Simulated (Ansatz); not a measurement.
Profile along the Zr–O line in ZrO2 (fluorite)

ZrO2 (fluorite)

```cif
data_O2Zr
_chemical_formula_sum 'Zr1 O2'
_space_group_name_H-M_alt 'P 1'
_space_group_IT_number 1
_cell_length_a 3.61747
_cell_length_b 3.61747
_cell_length_c 3.61747
_cell_angle_alpha 60.000
_cell_angle_beta 60.000
_cell_angle_gamma 60.000
loop_
_space_group_symop_operation_xyz
  'x, y, z'
loop_
_atom_site_label
_atom_site_type_symbol
_atom_site_fract_x
_atom_site_fract_y
_atom_site_fract_z
_atom_site_occupancy
Zr1 Zr 0.00000 0.00000 0.00000 1
O1 O 0.25000 0.25000 0.25000 1
O2 O 0.75000 0.75000 0.75000 1
```

Fields along a shortest Zr–O line of a {110} plane (2.22 Å), from Zr to O, interpolated on the slice's grid (step about 0.2 Å). All values below come from PBE (plane waves to 420 eV, PAW, scalar-relativistic; Ansatz, a program for electronic structure). k mesh 11×11×11. Inside the PAW spheres the values are not all-electron values, and peaks at nuclei hang on which shells count as valence. This is a high-temperature form of ZrO2. ZrO2 is run without spin polarisation. ZrO2 was relaxed with its symmetry unable to fall.

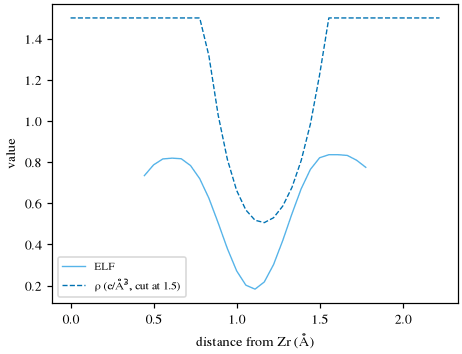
Figure. ELF (away from the nuclei) and valence density from Zr to O.

Density on the Zr–O line (2.22 Å) at its density minimum, 1.2 Å from Zr: 0.51 e/Å³. ELF at that point: 0.22. Element round which the density of the highest valence band (whole band, smooth part) is largest on this plane: O.
